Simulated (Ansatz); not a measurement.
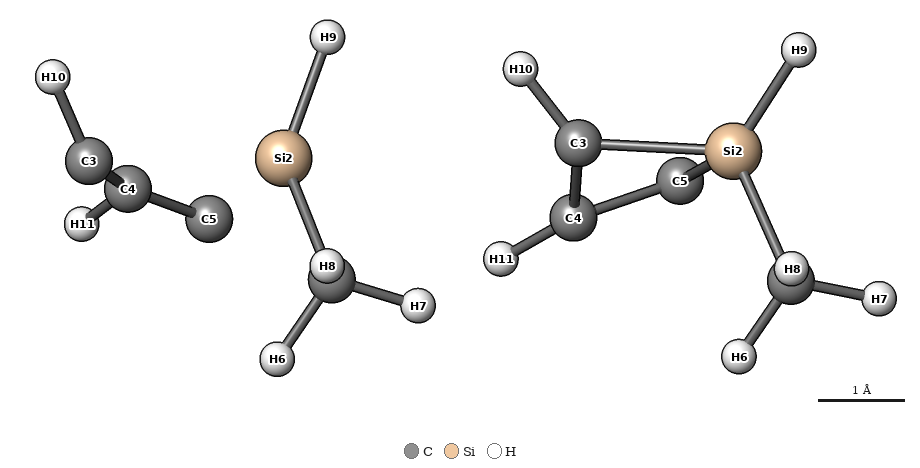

Two geometries of C4H6Si, drawn at one scale. One is the start of a relaxation, the other its converged end. The picture is a ball-and-stick view, seen from a free direction.

These are results of UKS B3LYP/STO-3G in Ansatz 0.2.0, not measurements. Set-up: collinear spin; force threshold 0.02 eV/Å; at most 50 steps.

### Which geometry has the lower energy?

The right one is the relaxed one. The run prepares an end point of a later path (hydrogen shift) calculation, from a guessed geometry. After 11 accepted moves (12 points after the start) the energy has fallen by 178.1 kcal/mol. The largest force component goes from 10 to 0.017 eV/Å. The line search rejected the trial step at point 8 of the run. The largest move after the best rigid fit is that of an H atom, 0.66 Å. Largest moves by element: H 0.66 Å, C 0.53 Å, Si 0.15 Å. Among the contacts that change: C–H 1.494 → 2.287 Å, C–C 2.532 → 2.046 Å, C–Si 2.278 → 1.826 Å, C–Si 2.308 → 1.933 Å. New bonds form: C–Si (2.28 → 1.83 Å). Among the angles between lasting bonds that change: C–C–C 155.1° → 92.1°, C–C–H 75.4° → 132.7°, C–Si–H 130.6° → 111.4°.

Limits of the set-up: STO-3G is a minimal basis, so the numbers are rough.
